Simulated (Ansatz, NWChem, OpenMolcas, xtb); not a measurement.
**Ligand exchange: IBr + HNO2 → HOI + NBrO**

Species: IBr (iodine monobromide), singlet; HNO2 (nitrous acid) `O=NO`, singlet; HOI (hypoiodous acid) `OI`, singlet; NBrO (nitrosyl bromide) `O=NBr`, singlet. The partners trade Br for OH: I–Br and N–OH bonds give way to I–OH and N–Br.

Shapes, held fixed at every level: PBE0-D4/def2-TZVP. Flexible molecules stand in one conformer, not always the lowest. Programs: Ansatz 0.2.0, NWChem 7.3.0, OpenMolcas 26.06, xtb 6.7.1. A level may come from different programs for different species; with the same settings they agree closely. Electronic energies: no zero-point or thermal term.

| level | kind | ΔE (kJ/mol) |
| --- | --- | --- |
| GFN2-xTB | semi-empirical | +99.5 |
| HF/STO-3G | Hartree–Fock | +186.4 |
| B3LYP/STO-3G | global hybrid | +111.5 |
| BHLYP/STO-3G | global hybrid | +141.7 |
| HSE06/STO-3G | range-separated hybrid | +133.1 |
| BCCD(T)/STO-3G | coupled cluster or CI | +114.1 |
| CCSD(T)/STO-3G | coupled cluster or CI | +113.7 |
| HF/def2-TZVP | Hartree–Fock | +110.3 |

HF/def2-TZVP gives ΔE = +110.3 kJ/mol; the levels span +99.5 to +186.4. The median of the levels is +113.9. No measured value is set beside it here. For atoms past krypton def2 sets carry core potentials with scalar relativity. All-electron rows are non-relativistic unless named. Relativity is left out for Br. Outer-core shells of Br, I are correlated, in sets that cover them unevenly. Rows in sets without polarisation functions are far from converged.

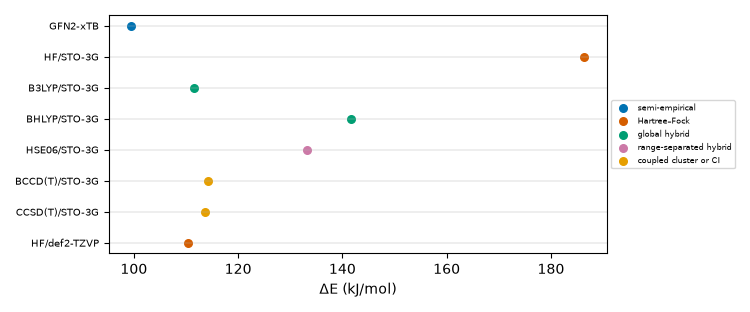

The values of the table, level by level.
